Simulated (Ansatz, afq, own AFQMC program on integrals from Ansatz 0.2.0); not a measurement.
# CH₃Ge (doublet): AFQMC on the coupled-cluster ladder at distance Ge1–C2 = 1.885 Å, cc-pVDZ, part 2 of 2

Ansatz 0.2.0, Gaussian basis, and an in-house AFQMC program (afq) on its integrals; all values are calculated; cc-pVDZ, frozen cores. Earlier steps stand in the parts before.

### 12 CCSD(T) on ROHF

Input file in.yaml:

```yaml
crystal:
  periodic: [false, false, false]
  atoms:
    - {symbol: Ge, position_ang: [-0.010779, 0.032151, 0.310414]}
    - {symbol: C, position_ang: [0.050474, -0.062529, -1.571171]}
    - {symbol: H, position_ang: [0.350811, -1.472587, 0.652420]}
    - {symbol: H, position_ang: [-0.400886, -0.903724, -2.097076]}
    - {symbol: H, position_ang: [0.225451, 0.804390, -2.203997]}
basis:
  gaussian: {orbitals: cc-pVDZ}
magnetization: {spin_polarized: false, initial_magnetization: 1}
correlation: {method: ccsd_t, electrons: outside_noble_gas, hamiltonian_folder: ham}
```

Run with:

```console
ansatz run in.yaml --threads 1 --pin off --events-out ev --progress --plain --max-ram 1382MiB
```

Log (excerpt; [...] marks lines left out):

```text
Functional definition: HF
  name "HF"
  cite "Fock, Z. Phys. 61, 126 (1930) doi:10.1007/BF01340294"
  parent pbe
[...]
589 factors; integrals over basis functions are off by at most 1.1e-3 eV
[...]
mean field -57548.23253520 eV, -2114.8585380755 hartree, gradient 1.6e-6 eV, S^2 0.750000; 2 other end points of the search recorded, 0 dependent functions left out
[...]
15 core orbitals not correlated: weight in the atoms' cores, before any rotation towards them, 0.999 or more for the frozen orbitals, at most 0.001 for the correlated occupied ones
reference -57548.23253520 eV, -2114.8585380755 hartree; 6, 5 occupied and 35, 36 virtual orbitals, 589 factors
second order -5.35229730 eV of doubles, -0.06392830 eV of singles
cycle   1  -6.12487484 eV  change   -7.1e-1 eV  update   7.9e-2
[...]
cycle  17  -6.56501207 eV  change   -6.8e-6 eV  update   5.3e-6
perturbative correction -0.20348943 eV, -0.0074780986 hartree
Total energy: -57555.00103670 eV, -2115.1072759178 hartree
```

Wall time 9 s (1 thread of Intel Xeon Platinum 8259CL at 2.50GHz (Skylake/Cascade Lake), shared host).

From the report: correlation -6.7685 eV; T1 0.084; largest double amplitude 0.12.

This run also writes the integrals to the folder ham.

### 13 Phaseless AFQMC, CISD trial on ROHF

It reads the integrals that the CCSD(T) run on this determinant wrote.

Run with:

```console
afq ham --method phaseless --trial cisd --walkers 60 --populations 1 --least-time 40 --time-step 0.005 --steps-per-block 50 --equilibration-blocks 28 --max-blocks 300 --target-error 0.0004 --factor-cut 1e-05 --start spin_pure --seed 6758 --release-times 0.24,0.51,0.99,1.62,2.4 --release-step 0.03 --release-every 4 --taylor-order 6
```

Log:

```text
orbitals 41  electrons 6 5  factors 338 of 589
reference energy -2114.85853808 Eh
CCSD correlation -0.24125955 Eh in 18 cycles, weight of the determinant in the CISD state 0.7518
energy of the start -2115.099796 Eh
 block  time / (1/Eh)  mean weight  energy / Eh
     1     0.250  0.9983  -2115.096073
     2     0.500  0.9998  -2115.096811
     3     0.750  0.9981  -2115.099290
     4     1.000  1.0011  -2115.101640
     5     1.250  0.9998  -2115.102594
     6     1.500  1.0006  -2115.100363
     7     1.750  1.0005  -2115.101470
     8     2.000  0.9982  -2115.103175
     9     2.250  1.0013  -2115.104506
    10     2.500  1.0013  -2115.107801
    17     4.250  0.9983  -2115.105793
    25     6.250  1.0022  -2115.109007
    33     8.250  1.0018  -2115.099590
    41    10.250  1.0011  -2115.112859
    49    12.250  0.9990  -2115.114232
    57    14.250  0.9995  -2115.119941
    65    16.250  1.0031  -2115.107392
    73    18.250  1.0016  -2115.103706
    81    20.250  1.0013  -2115.113969
    89    22.250  0.9997  -2115.119902
    97    24.250  1.0008  -2115.103757
   105    26.250  1.0004  -2115.113317
   113    28.250  1.0036  -2115.113385
   121    30.250  0.9961  -2115.118967
   129    32.250  1.0008  -2115.101265
   137    34.250  0.9990  -2115.112051
   145    36.250  0.9992  -2115.104713
   153    38.250  0.9991  -2115.105992
   161    40.250  0.9998  -2115.120875
   169    42.250  0.9999  -2115.112093
   177    44.250  1.0003  -2115.101533
   185    46.250  0.9996  -2115.108916
   193    48.250  0.9971  -2115.112818
   201    50.250  1.0021  -2115.104338
   209    52.250  0.9994  -2115.098799
   217    54.250  0.9979  -2115.118884
   225    56.250  0.9999  -2115.117395
   233    58.250  0.9991  -2115.122475
   241    60.250  1.0007  -2115.100551
   249    62.250  1.0003  -2115.116363
   257    64.250  1.0010  -2115.107722
   265    66.250  1.0024  -2115.155430
   273    68.250  1.0028  -2115.106196
   281    70.250  0.9998  -2115.103763
   289    72.250  1.0004  -2115.114139
   297    74.250  1.0028  -2115.105788
   305    76.250  0.9829  -2115.102667
   313    78.250  1.0009  -2115.102564
   321    80.250  1.0003  -2115.104911
blocks merged  error / Eh  count
     1  0.000420  300
     2  0.000514  150
     4  0.000597  75
     8  0.000582  37
    16  0.000712  18
    32  0.000764  9
released: time / (1/Eh)  energy / Eh  error  mean overlap
  0.24  -2115.110255  0.000775  0.9980
  0.51  -2115.108741  0.000651  1.0130
  0.99  -2115.109167  0.000839  1.0143
  1.62  -2115.110933  0.000969  1.0047
  2.40  -2115.109446  0.001217  1.0017
energy -2115.109682 +/- 0.000712 Eh
```

It took 20 min on 1 thread of Intel Xeon Platinum 8259CL at 2.50GHz (Skylake/Cascade Lake), shared host.

Energy -57555.0665 ± 0.0194 eV. Caveats: constraint bias not in the error; error above the target.

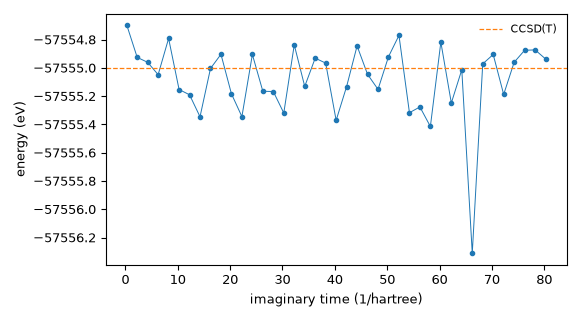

Block energies along the walk.

### 14 Phaseless AFQMC, single-determinant trial on ROHF

It reads the integrals that the CCSD(T) run on this determinant wrote.

Run with:

```console
afq ham --method phaseless --trial hf --walkers 120 --populations 1 --least-time 40 --time-step 0.005 --steps-per-block 20 --equilibration-blocks 112 --max-blocks 600 --target-error 0.0012000000000000001 --factor-cut 1e-05 --start spin_pure --seed 3609 --taylor-order 6
```

Log:

```text
orbitals 41  electrons 6 5  factors 338 of 589
reference energy -2114.85853808 Eh
CCSD correlation -0.24125955 Eh in 18 cycles, weight of the determinant in the CISD state 0.7518
energy of the start -2114.858540 Eh
 block  time / (1/Eh)  mean weight  energy / Eh
     1     0.100  1.0000  -2114.904397
     2     0.200  1.0008  -2114.942256
     3     0.300  1.0005  -2114.974449
     4     0.400  1.0031  -2114.995593
     5     0.500  1.0008  -2115.013072
     6     0.600  1.0017  -2115.019142
     7     0.700  1.0001  -2115.039714
     8     0.800  1.0018  -2115.042306
     9     0.900  1.0008  -2115.058098
    10     1.000  1.0001  -2115.049606
    18     1.800  1.0009  -2115.106984
    35     3.500  1.0022  -2115.112086
    52     5.200  1.0010  -2115.100842
    69     6.900  0.9987  -2115.097897
    86     8.600  1.0001  -2115.108914
   103    10.300  1.0001  -2115.093349
   120    12.000  1.0004  -2115.133038
   137    13.700  1.0013  -2115.185012
   154    15.400  1.0010  -2115.107263
   171    17.100  0.9988  -2115.096621
   188    18.800  0.9991  -2115.119541
   205    20.500  1.0013  -2115.081452
   222    22.200  0.9984  -2115.098526
   239    23.900  0.9994  -2115.106488
   256    25.600  1.0005  -2115.126960
   273    27.300  1.0000  -2115.106651
   290    29.000  1.0002  -2115.107150
   307    30.700  1.0002  -2115.098292
   324    32.400  1.0004  -2115.109722
   341    34.100  1.0012  -2115.114062
   358    35.800  0.9975  -2115.102329
   375    37.500  1.0022  -2115.132824
   392    39.200  0.9987  -2115.120183
   409    40.900  0.9992  -2115.117812
   426    42.600  0.9987  -2115.085542
   443    44.300  0.9996  -2115.104369
   460    46.000  0.9984  -2115.096209
   477    47.700  1.0013  -2115.095237
   494    49.400  1.0000  -2115.121586
   511    51.100  0.9994  -2115.128690
   528    52.800  1.0006  -2115.127241
   545    54.500  0.9987  -2115.122467
   562    56.200  1.0006  -2115.129700
   579    57.900  1.0028  -2115.104502
   596    59.600  1.0014  -2115.114103
   613    61.300  0.9992  -2115.099035
   630    63.000  1.0009  -2115.118018
   647    64.700  0.9999  -2115.107869
   664    66.400  1.0004  -2115.128180
   681    68.100  1.0008  -2115.110258
   698    69.800  1.0007  -2115.110151
blocks merged  error / Eh  count
     1  0.000800  600
     2  0.001077  300
     4  0.001407  150
     8  0.001807  75
    16  0.002095  37
    32  0.002170  18
    64  0.001958  9
energy -2115.113595 +/- 0.002170 Eh
```

Wall time 10 min (1 thread of Intel Xeon Platinum 8259CL at 2.50GHz (Skylake/Cascade Lake), shared host).

Energy -57555.1730 ± 0.0590 eV. Caveats: constraint bias not in the error; error above the target.

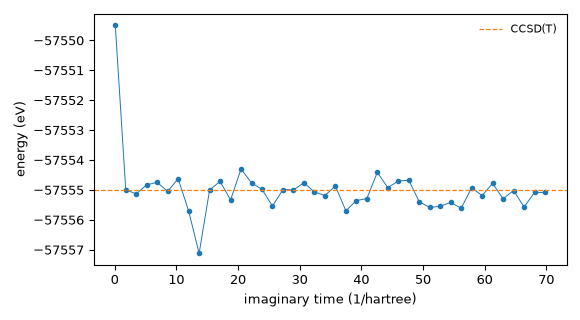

Block energies along the walk.

### 15 Free-projection AFQMC, CISD trial on ROHF

It reads the integrals that the CCSD(T) run on this determinant wrote.

Run with:

```console
afq ham --method free --trial cisd --walkers 60 --time-step 0.03 --max-blocks 80 --target-error 0.0004 --factor-cut 1e-05 --seed 8270 --times 0,0.21,0.42,0.81,1.2,1.8,2.4,3 --taylor-order 8
```

Log:

```text
orbitals 41  electrons 6 5  factors 338 of 589
reference energy -2114.85853808 Eh
CCSD correlation -0.24125955 Eh in 18 cycles, weight of the determinant in the CISD state 0.7518
repeat  energy at the last time / Eh  error
    10  -2115.112479  0.001963
    20  -2115.110864  0.001317
    30  -2115.110044  0.001142
    40  -2115.110216  0.001097
    50  -2115.110612  0.001017
    60  -2115.110301  0.000897
    70  -2115.110220  0.000844
    80  -2115.109285  0.000907
time / (1/Eh)  energy / Eh  error  mean overlap
  0.00  -2115.099891  0.000299  1.3319
  0.21  -2115.103039  0.000339  1.3379
  0.42  -2115.105639  0.000392  1.3289
  0.81  -2115.107400  0.000502  1.3400
  1.20  -2115.108841  0.000580  1.3329
  1.80  -2115.109522  0.000659  1.3269
  2.40  -2115.109182  0.000629  1.3174
  3.00  -2115.109285  0.000907  1.3088
energy -2115.109285 +/- 0.000907 Eh
```

Wall time 12 min (1 thread of Intel Xeon Platinum 8259CL at 2.50GHz (Skylake/Cascade Lake), shared host).

Energy -57555.0557 ± 0.0247 eV. Caveats: remainder of the start not in the error; error above the target.

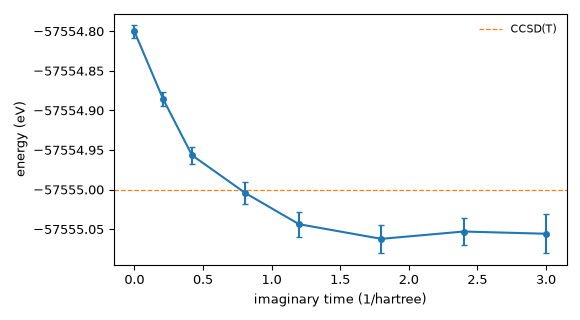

Energy against projection time, with error bars.

### 16 All levels side by side

On the UHF determinant, counted from CCSD(T) (a yardstick, not exact):

| level | energy (eV) | from CCSD(T) (kJ/mol) | statistical error (kJ/mol) | time |
| --- | --- | --- | --- | --- |
| HF | -57548.5362 | +623.5 |  |  |
| MP2 | -57553.6754 | +127.6 |  |  |
| CCSD | -57554.7981 | +19.3 |  |  |
| CCSD(T) | -57554.9980 | 0.0 |  |  |
| Phaseless AFQMC, CISD trial, step 0.005, 60 walkers | -57555.0345 | -3.5 | 1.3 | 20 min |
| Phaseless AFQMC, single-determinant trial, step 0.005, 120 walkers | -57555.2455 | -23.9 | 5.8 | 11 min |
| Free-projection AFQMC, CISD trial, step 0.03, 60 walkers | -57555.0567 | -5.7 | 1.9 | 11 min |

On the ROHF determinant, counted from CCSD(T) (a yardstick, not exact):

| level | energy (eV) | from CCSD(T) (kJ/mol) | statistical error (kJ/mol) | time |
| --- | --- | --- | --- | --- |
| HF | -57548.2325 | +653.1 |  |  |
| MP2 | -57553.6488 | +130.5 |  |  |
| CCSD | -57554.7975 | +19.6 |  |  |
| CCSD(T) | -57555.0010 | 0.0 |  |  |
| Phaseless AFQMC, CISD trial, step 0.005, 60 walkers | -57555.0665 | -6.3 | 1.9 | 20 min |
| Phaseless AFQMC, single-determinant trial, step 0.005, 120 walkers | -57555.1730 | -16.6 | 5.7 | 10 min |
| Free-projection AFQMC, CISD trial, step 0.03, 60 walkers | -57555.0557 | -5.3 | 2.4 | 12 min |

The functionals' totals stand on their own zeros and serve differences with other points: PBE -57590.360 eV; r2SCAN -57599.521 eV; PBE0 -57591.980 eV; B3LYP -57601.901 eV; wB97M-V -57596.546 eV; B2PLYP -57587.737 eV.

### 17 Outcome

What follows sums up all 2 parts.

| quantity | value |
| --- | --- |
| Phaseless AFQMC, CISD trial on UHF from CCSD(T) | -3.5 ± 1.3 kJ/mol |
| Phaseless AFQMC, single-determinant trial on UHF from CCSD(T) | -23.9 ± 5.8 kJ/mol |
| Free-projection AFQMC, CISD trial on UHF from CCSD(T) | -5.7 ± 1.9 kJ/mol |
| Phaseless AFQMC, CISD trial on ROHF from CCSD(T) | -6.3 ± 1.9 kJ/mol |
| Phaseless AFQMC, single-determinant trial on ROHF from CCSD(T) | -16.6 ± 5.7 kJ/mol |
| Free-projection AFQMC, CISD trial on ROHF from CCSD(T) | -5.3 ± 2.4 kJ/mol |

On UHF the phaseless walk with the CISD trial lies -3.5 kJ/mol from CCSD(T), within three error bars. Free projection has no constraint; at the last time it gives -5.7 ± 1.9 kJ/mol, and from a start that isn't spin pure other spins can mix in. On ROHF the phaseless walk with the CISD trial lies -6.3 kJ/mol from CCSD(T), 3 times its error bar. Free projection has no constraint; at the last time it gives -5.3 ± 2.4 kJ/mol. Error bars are statistical and leave out the constraint, the time step and what remains of the start.
